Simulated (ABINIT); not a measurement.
# LiH (Fm-3m): G0W0 in ABINIT against the bands in the screening, part 2 of 2

Wanted: the cheapest bands in the screening that holds the gap of LiH (Fm-3m).

ABINIT 10.8.3; PBE and many-body steps on it, plane waves. Known limits of the many-body steps: not at the basis limit.

So far. Step 2 (Screening, 8×8×8 mesh, 10 bands, screening to 261.2 eV): Local fields lower ε∞ by 9 %. Step 5 (19 bands): The gap on the mesh goes from 3.02 eV to 4.88 eV, a correction of +1.86 eV.

The database entry behind the starting cell differs from later determinations by our own check (the deuteride, about 0.2 % short), so it need not match the best structure at ambient conditions.

### Step 6. Screening, 8×8×8 mesh, 79 bands, screening to 261.2 eV

This step: RPA screening on PBE, plane waves, norm-conserving pseudopotentials.

run.abi

```
acell 3*1.0 Angstrom
rprim 
  -0.000000000000 2.036750000000 2.036750000000
  2.036750000000 -0.000000000000 2.036750000000
  2.036750000000 2.036750000000 -0.000000000000
ntypat 2
znucl 3 1
natom 2
typat 1 2
xred 
  0.000000000000 0.000000000000 0.000000000000
  0.500000000000 0.500000000000 0.500000000000
pp_dirpath "pseudos"
pseudos "Li.upf, H.upf"
ecut 33
ngkpt 8 8 8
nshiftk 1
shiftk 0 0 0
kptopt 1
chksymbreak 0
istwfk *1
occopt 1
irdwfk 1
optdriver 3
nband 79
ecuteps 9.6
inclvkb 2
awtr 1
symchi 1
indata_prefix "in"
outdata_prefix "out"
tmpdata_prefix "tmp"
```

The run is started by

```
$ OMP_NUM_THREADS=1 mpirun -n 4 abinit run.abi > log
```

The program printed:

```text
.Version 10.8.3 of ABINIT. v10.8.2 released Aug 2026.

 Symmetries : space group Fm -3 m (#225); Bravais cF (face-center cubic)
[... echo of the input left out ...]
== DATASET  1 ==================================================================
-   mpi_nproc: 4, omp_nthreads: 1 (-1 if OMP is not activated)

--- !DatasetInfo
iteration_state: {dtset: 1, }
dimensions: {natom: 2, nkpt: 29, mband: 79, nsppol: 1, nspinor: 1, nspden: 1, mpw: 1056, }
cutoff_energies: {ecut:  33.0, pawecutdg:  -1.0, }
[...]
--------------------------------------------------------------------------------
[... chi0 elements left out ...]
 For q-point:  0.000010 0.000020 0.000030
  dielectric constant =   4.0090
  dielectric constant without local fields =   4.4044

  Average fulfillment of the sum rule on Im[epsilon] for q-point    1 :     89.78  [%]
[... wings left out ...]
  q-point number  2        q = ( 0.125000, 0.000000, 0.000000) [r.l.u.]
--------------------------------------------------------------------------------
[... chi0 elements left out ...]
  Average fulfillment of the sum rule on Im[epsilon] for q-point    2 :     98.19  [%]

 [... 27 further q-points ...]
```

The job ended after 60 s (4 MPI ranks of AMD EPYC 7R43, shared host; peak memory 1 GiB).

Numbers from this step:

* ε∞ with local fields, on this mesh, along the program's q direction: 4.009
* the same without local fields: 4.404
* plasma frequency: 18.07 eV
* plane waves in the screening matrix: 169

### Step 7. 79 bands

This step: G0W0 on PBE, plane waves, norm-conserving pseudopotentials.

run.abi: that of step 6 with these lines changed.

```diff
@@ -23,8 +23,17 @@
 irdwfk 1
-optdriver 3
+optdriver 4
 nband 79
+gwcalctyp 0
+ecutsigx 33
+symsigma 1
+nkptgw 2
+kptgw 
+  0.5000000000 0.5000000000 0.0000000000
+  0.0000000000 0.0000000000 0.0000000000
+bdgw 
+  1 5
+  1 6
 ecuteps 9.6
-inclvkb 2
-awtr 1
-symchi 1
+irdscr 1
+ppmodel 1
 indata_prefix "in"
```

The program printed:

```text
.Version 10.8.3 of ABINIT. v10.8.2 released Aug 2026.

 Symmetries : space group Fm -3 m (#225); Bravais cF (face-center cubic)
[... echo of the input left out ...]
== DATASET  1 ==================================================================
-   mpi_nproc: 4, omp_nthreads: 1 (-1 if OMP is not activated)

--- !DatasetInfo
iteration_state: {dtset: 1, }
dimensions: {natom: 2, nkpt: 29, mband: 79, nsppol: 1, nspinor: 1, nspden: 1, mpw: 1056, }
cutoff_energies: {ecut:  33.0, pawecutdg:  -1.0, }
[...]
Band     E0 <VxcDFT>   SigX SigC(E0)      Z dSigC/dE  Sig(E)    E-E0       E
[...]
5  17.057  -8.964  -2.438  -5.393   0.720  -0.389  -8.148   0.816  17.872
        6  17.057  -8.964  -2.438  -5.393   0.720  -0.389  -8.148   0.816  17.872

== END DATASET(S) ==============================================================
================================================================================

 -outvars: echo values of variables after computation  --------
           etotal      0.0000000000E+00
            nband          79
             nkpt          29
          spgroup         225
 [... the other variables as echoed above ...]

 Calculation completed.
```

Wall time 16 s (4 MPI ranks); peak memory 1.1 GiB; 62 s of CPU time.

Numbers from this step:

```yaml
g0w0_gap_on_the_points_computed: 4.955 eV
starting_gap_on_the_mesh: 3.022 eV
k_of_the_valence_top: 0.5, 0.5, 0
k_of_the_conduction_bottom: 0.5, 0.5, 0
least_direct_g0w0_gap_on_the_computed_points: 4.955 eV
```

Against the run before, the gap moves by +0.077 eV.

### Step 8. Screening, 8×8×8 mesh, 181 bands, screening to 261.2 eV

This step: RPA screening on PBE, plane waves, norm-conserving pseudopotentials.

run.abi: that of step 7 with these lines changed.

```diff
@@ -23,17 +23,8 @@
 irdwfk 1
-optdriver 4
-nband 79
-gwcalctyp 0
-ecutsigx 33
-symsigma 1
-nkptgw 2
-kptgw 
-  0.5000000000 0.5000000000 0.0000000000
-  0.0000000000 0.0000000000 0.0000000000
-bdgw 
-  1 5
-  1 6
+optdriver 3
+nband 181
 ecuteps 9.6
-irdscr 1
-ppmodel 1
+inclvkb 2
+awtr 1
+symchi 1
 indata_prefix "in"
```

The program printed:

```text
.Version 10.8.3 of ABINIT. v10.8.2 released Aug 2026.

 Symmetries : space group Fm -3 m (#225); Bravais cF (face-center cubic)
[... echo of the input left out ...]
== DATASET  1 ==================================================================
-   mpi_nproc: 4, omp_nthreads: 1 (-1 if OMP is not activated)

--- !DatasetInfo
iteration_state: {dtset: 1, }
dimensions: {natom: 2, nkpt: 29, mband: 181, nsppol: 1, nspinor: 1, nspden: 1, mpw: 1056, }
cutoff_energies: {ecut:  33.0, pawecutdg:  -1.0, }
[...]
--------------------------------------------------------------------------------
[... chi0 elements left out ...]
 For q-point:  0.000010 0.000020 0.000030
  dielectric constant =   4.0092
  dielectric constant without local fields =   4.4047

  Average fulfillment of the sum rule on Im[epsilon] for q-point    1 :    100.14  [%]
[... wings left out ...]
  q-point number  2        q = ( 0.125000, 0.000000, 0.000000) [r.l.u.]
--------------------------------------------------------------------------------
[... chi0 elements left out ...]
  Average fulfillment of the sum rule on Im[epsilon] for q-point    2 :    103.73  [%]

 [... 27 further q-points ...]
```

Run time: 2.3 min. Hardware: 4 MPI ranks; peak memory 1.9 GiB; 9 min of CPU time.

This step gave:

```yaml
eps_infinity_with_local_fields_on_this_mesh_along_the_program_s_q_direction: 4.009
the_same_without_local_fields: 4.405
plasma_frequency: 18.07 eV
plane_waves_in_the_screening_matrix: 169
```

### Step 9. 181 bands

This step: G0W0 on PBE, plane waves, norm-conserving pseudopotentials.

run.abi: that of step 8 with these lines changed.

```diff
@@ -23,8 +23,17 @@
 irdwfk 1
-optdriver 3
-nband 181
+optdriver 4
+nband 79
+gwcalctyp 0
+ecutsigx 33
+symsigma 1
+nkptgw 2
+kptgw 
+  0.5000000000 0.5000000000 0.0000000000
+  0.0000000000 0.0000000000 0.0000000000
+bdgw 
+  1 5
+  1 6
 ecuteps 9.6
-inclvkb 2
-awtr 1
-symchi 1
+irdscr 1
+ppmodel 1
 indata_prefix "in"
```

The program printed:

```text
.Version 10.8.3 of ABINIT. v10.8.2 released Aug 2026.

 Symmetries : space group Fm -3 m (#225); Bravais cF (face-center cubic)
[... echo of the input left out ...]
== DATASET  1 ==================================================================
-   mpi_nproc: 4, omp_nthreads: 1 (-1 if OMP is not activated)

--- !DatasetInfo
iteration_state: {dtset: 1, }
dimensions: {natom: 2, nkpt: 29, mband: 79, nsppol: 1, nspinor: 1, nspden: 1, mpw: 1056, }
cutoff_energies: {ecut:  33.0, pawecutdg:  -1.0, }
[...]
Band     E0 <VxcDFT>   SigX SigC(E0)      Z dSigC/dE  Sig(E)    E-E0       E
[...]
5  17.057  -8.964  -2.438  -5.400   0.715  -0.398  -8.159   0.805  17.862
        6  17.057  -8.964  -2.438  -5.400   0.715  -0.398  -8.159   0.805  17.862

== END DATASET(S) ==============================================================
================================================================================

 -outvars: echo values of variables after computation  --------
           etotal      0.0000000000E+00
            nband          79
             nkpt          29
          spgroup         225
 [... the other variables as echoed above ...]

 Calculation completed.
```

Elapsed: 16 s, on 4 MPI ranks; peak memory 1.1 GiB; 62 s of CPU time.

This step gave:

```
G0W0 gap on the points computed              : 4.965 eV
starting gap on the mesh                     : 3.022 eV
k of the valence top                         : 0.5, 0.5, 0
k of the conduction bottom                   : 0.5, 0.5, 0
least direct G0W0 gap on the computed points : 4.965 eV
```

Against the run before, the gap moves by +0.010 eV.

### Step 10. The runs together

Times are wall times on 4 MPI ranks of AMD EPYC 7R43, shared host, good to a factor of about two. A run's time includes the screening step that it read.

| run | mesh | bands | screening cutoff (eV) | DFT gap (eV) | gap on the mesh (eV) | direct (eV) | ε∞ used | time |
| --- | --- | --- | --- | --- | --- | --- | --- | --- |
| 10 bands | 8×8×8 | 79 | 261.2 | 3.022 | 4.828 | 4.828 | 3.99 | 24 s |
| 19 bands | 8×8×8 | 79 | 261.2 | 3.022 | 4.878 | 4.878 | 4.00 | 33 s |
| 79 bands | 8×8×8 | 79 | 261.2 | 3.022 | 4.955 | 4.955 | 4.01 | 76 s |
| 181 bands | 8×8×8 | 79 | 261.2 | 3.022 | 4.965 | 4.965 | 4.01 | 2.5 min |

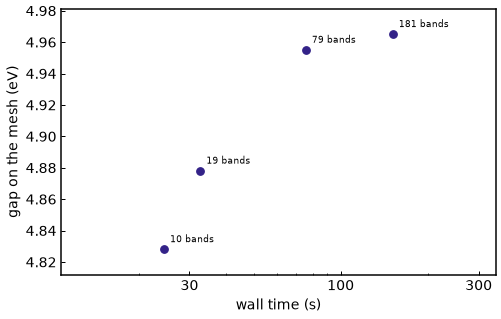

Result against wall time.

### Step 11. Outcome

```json
{
 "10 bands": "4.828 eV",
 "19 bands": "4.878 eV",
 "79 bands": "4.955 eV",
 "181 bands": "4.965 eV",
 "known limits": "not at the basis limit"
}
```

The setting moved: bands in the screening. From 10 bands to 181 bands the gap moves by +0.14 eV, for 6.2 times the time. It holds to 0.03 eV from 79 bands on. Bands and screening cutoff are coupled, so a series along one setting does not show full convergence. Bands and cutoff are finite, so the gap is not at the basis limit. The miss can reach some tenths of an eV and take either sign; the mesh is an error of its own. In the G0W0 runs levels were corrected at 2 k points alone, so a gap called «on the mesh» is the least over those, and an edge elsewhere would be missed.

[Paths, hosts, dates, memory and timing lines, banners, echoed tables and standing remarks are left out of the program output.]

[Logs are printed without paths, hosts, clocks, repeated set-up lines and the standing remarks that a program may print on its own settings, such as how far it seeks lower states.]

[Runs of the session that timed out or met a known fault of the program may be left out.]

[Hosts, paths, dates, database ids (printed as entryN), source tags and the programs' standing remarks are cut or masked in the printed files.]

[G0W0 gaps are taken among the corrected bands and points alone; a level outside them can change the order at an edge.]

[Where Ansatz stands beside ABINIT at settings called matched, ABINIT's density can come from a denser mesh and the files from another edition; pairs whose starting gaps differed by over 0.03 eV were left out, so agreement reads better than it is.]
